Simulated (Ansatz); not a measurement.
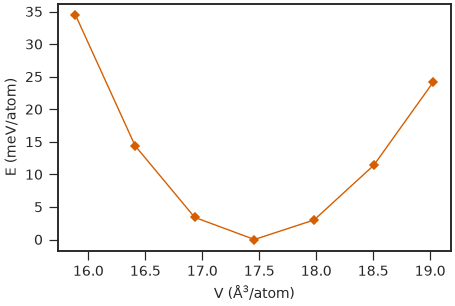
Fig. 1. Al in space group Fd-3m (No. 227; Al on 8a, Al on 16d) under volume change, PBE (plane waves, PAW; program Ansatz), scaled uniformly.

Question: What does a third-order Birch–Murnaghan fit give for V₀, B₀ and B′?

Answer: V₀ = 17.46 Å³/atom, B₀ = 64.7 GPa, B′ = 4.9.

The start of the workflow was typed in or built on a structure type; neither database checked (COD, Materials Project) lists it. It is not the phase usual at ambient conditions (space group No. 225). The cell was relaxed with PBE under the symmetry of its start; whether a distortion lowers the energy is not shown.

Potentials: the earlier of the program's two PAW sets.
